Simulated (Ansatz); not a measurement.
# AlF3 (SMILES F[Al](F)F) at wB97M-V/6-311+G(d,p)

What is the vertical singlet–triplet gap of AlF3 at wB97M-V/6-311+G**? 

Program for the calculation: Ansatz 0.2.0.

39 further runs of the same task are left out: 39 set aside as unsound or not needed.

### Step 1. The system as given

The species is AlF3 (4 atoms), meant as a singlet with charge 0. SMILES: `F[Al](F)F`. The coordinates come from a PBE0-D4/def2-TZVP relaxation.

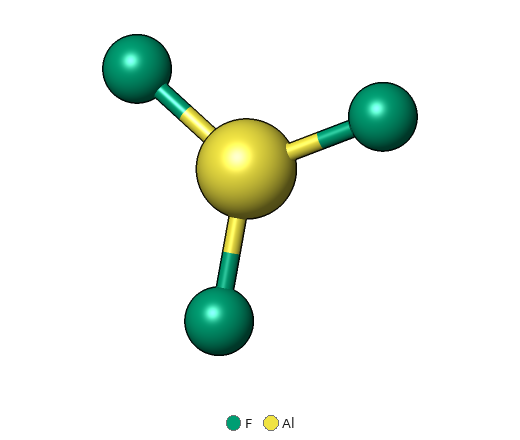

Viewed from a chosen angle; fluorine teal, aluminium yellow.

### Step 2. The energy at wB97M-V/6-311+G(d,p)

File input.yaml:

```yaml
crystal:
  periodic: [false, false, false]
  atoms:
    - {symbol: F, position_ang: [0.859410, -0.722590, 1.180170]}
    - {symbol: Al, position_ang: [-0.000000, -0.000010, -0.000000]}
    - {symbol: F, position_ang: [-1.440740, -0.612530, -0.450110]}
    - {symbol: F, position_ang: [0.581330, 1.335130, -0.730040]}
basis:
  gaussian:
    orbitals: 6-311+G_st__st_-spherical.json
hamiltonian:
  xc: {name: wB97M-V}
accuracy: high
output:
  orbitals: {seedname: orbitals}
```

The basis set 6-311+G** is read from a file made from the Basis Set Exchange's data (not shown).

Command:

```
$ ansatz run input.yaml --threads 1 --pin off --max-ram 3480MiB --events-out events.jsonl --progress --plain --runs-dir runs
```

Output:

```text
Warning: RAYON_NUM_THREADS=1 ignored (pool sized by the plan → 1); use --threads N
Functional definition: wB97M-V
  name "wB97M-V"
  parameter omega = 0.3/bohr
  parameter cx = 0.15
  parameter cx01 = 1.007
  parameter cx10 = 0.259
  parameter css00 = 0.443
  parameter css04 = -1.437
  parameter css10 = -4.535
  parameter css20 = -3.390
  parameter css43 = 4.278
  parameter cos00 = 1.000
  parameter cos10 = 1.358
  parameter cos20 = 2.924
  parameter cos21 = -8.812
  parameter cos60 = -1.390
  parameter cos61 = 9.142
  parameter b = 6.0
  parameter c = 0.01
  gx(w, u) = 1 - cx + cx01*u + cx10*w
  gss(w, u) = css00 + css04*u^4 + css10*w + css20*w^2 + css43*w^4*u^3
  gos(w, u) = cos00 + cos10*w + (cos20 + cos21*u)*w^2 + (cos60 + cos61*u)*w^6
  exchange = spin_sum(e_x_unif_sr(omega)*gx(b97_w, b97_u_x)) + cx*exact_x_sr(omega) + exact_x_lr(omega)
  correlation = spin_sum(e_c_pw_mod_same_spin*gss(b97_w, b97_u_same))
      + integral(e_c_pw_mod_opposite_spin*gos(b97_w_opposite, b97_u_opposite)) + vv10(b, c)
1643 factors; integrals over basis functions are off by at most 4.1e-9 eV
338 factors; integrals over basis functions are off by at most 1.4e-9 eV
mean field evaluation 1: about -14748.8584 eV, gradient 5.9e1 eV
mean field evaluation 2: about -14747.5915 eV, gradient 7.2e1 eV
mean field evaluation 4: about -14753.9116 eV, gradient 4.1e-1 eV
mean field evaluation 8: about -14753.9617 eV, gradient 2.9e-2 eV
mean field evaluation 16: about -14753.9617 eV, gradient 1.1e-6 eV
mean field -14753.96167444 eV, -542.1980909413 hartree, gradient 8.3e-8 eV, S^2 0.000000; 0 other end points of the search recorded, 0 dependent functions left out
reference -14753.96168841 eV, -542.1980914545 hartree; 20, 20 occupied and 76, 76 virtual orbitals, 1643 factors
Total energy: -14753.96168841 eV, -542.1980914545 hartree
```

Wall time 37 s (1 thread of Arm Neoverse V2, shared host); peak memory 0.49 GiB.

### Step 3. The triplet at the same level

File molecule.yaml:

```yaml
crystal:
  periodic: [false, false, false]
  atoms:
    - {symbol: F, position_ang: [0.859410, -0.722590, 1.180170]}
    - {symbol: Al, position_ang: [-0.000000, -0.000010, -0.000000]}
    - {symbol: F, position_ang: [-1.440740, -0.612530, -0.450110]}
    - {symbol: F, position_ang: [0.581330, 1.335130, -0.730040]}
basis:
  gaussian:
    orbitals: 6-311+G_st__st_-spherical.json
magnetization:
  spin_polarized: true
  initial_magnetization: 2
hamiltonian:
  xc: {name: wB97M-V}
accuracy: high
output: {orbitals: {seedname: orbitals}}
```

The basis set 6-311+G** is read from a file made from the Basis Set Exchange's data (not shown).

Command:

```
$ ansatz run molecule.yaml --threads 1 --pin off --max-ram 3480MiB --events-out events.jsonl --progress --plain --runs-dir runs
```

Output:

```text
Warning: RAYON_NUM_THREADS=1 ignored (pool sized by the plan → 1); use --threads N
[... 19 set-up lines as earlier in the session ...]
  gx(w, u) = 1 - cx + cx01*u + cx10*w
  gss(w, u) = css00 + css04*u^4 + css10*w + css20*w^2 + css43*w^4*u^3
  gos(w, u) = cos00 + cos10*w + (cos20 + cos21*u)*w^2 + (cos60 + cos61*u)*w^6
[... 2 set-up lines as earlier in the session ...]
      + integral(e_c_pw_mod_opposite_spin*gos(b97_w_opposite, b97_u_opposite)) + vv10(b, c)
1643 factors; integrals over basis functions are off by at most 4.1e-9 eV
338 factors; integrals over basis functions are off by at most 1.4e-9 eV
mean field evaluation 1: about -14742.9051 eV, gradient 2.7e1 eV
mean field evaluation 2: about -14743.1331 eV, gradient 2.9e1 eV
mean field evaluation 4: about -14745.1437 eV, gradient 5.3e-1 eV
mean field evaluation 8: about -14745.2043 eV, gradient 1.5e-2 eV
mean field evaluation 16: about -14745.2043 eV, gradient 2.8e-3 eV
mean field evaluation 32: about -14745.2043 eV, gradient 6.1e-6 eV
mean field -14745.20434252 eV, -541.8762649291 hartree, gradient 8.3e-8 eV, S^2 2.010336; 6 other end points of the search recorded, 0 dependent functions left out
reference -14745.20434776 eV, -541.8762651216 hartree; 21, 19 occupied and 75, 77 virtual orbitals, 1643 factors
Total energy: -14745.20434776 eV, -541.8762651216 hartree
```

Run time: 1.8 min. Hardware: 1 thread of Arm Neoverse V2, shared host; peak memory 0.87 GiB.

### Step 4. Results

Level: wB97M-V/6-311+G**.

| quantity | value |
| --- | --- |
| singlet: total energy | -542.19809 Eh |
| singlet: HOMO energy | -14.43 eV |
| singlet: LUMO energy | -0.43 eV |
| singlet: HOMO–LUMO gap | 14.00 eV |
| triplet: total energy | -541.87627 Eh |
| triplet: HOMO energy (highest over α and β) | -5.94 eV |
| triplet: ⟨S²⟩ | 2.010 |
| vertical energy of the triplet above the singlet | 8.757 eV |

**Reading.** At this shape the triplet lies 8.76 eV (845 kJ/mol) above the singlet.
